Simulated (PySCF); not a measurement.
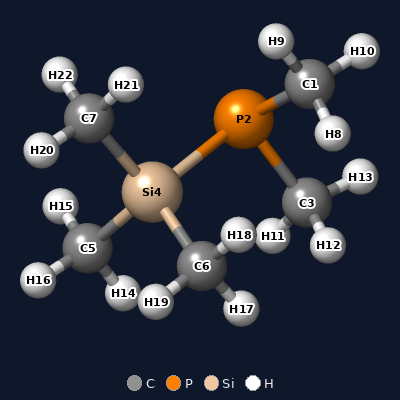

Geometry used (C₅H₁₅PSi, SMILES CP(C)[Si](C)(C)C).

Kohn-Sham orbital energies near the frontier, CAM-B3LYP/def2-SVPD (IEF-PCM acetone), PySCF, at a PBE0-D3(BJ)/def2-SVP geometry (no frequency check); empty levels in grey, levels within 0.03 eV side by side.

Where do the frontier orbitals lie?

Answer. HOMO at −7.46 eV, LUMO at 1.34 eV, 8.80 eV apart.

How far below the HOMO does the next level lie?

Answer. 1.68 eV.

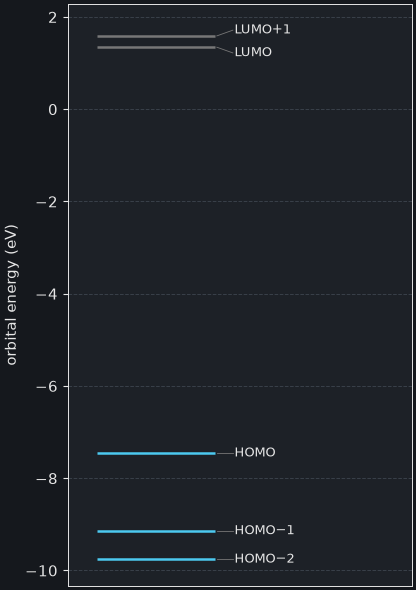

Known limits of this run: empty levels above zero depend strongly on the basis.
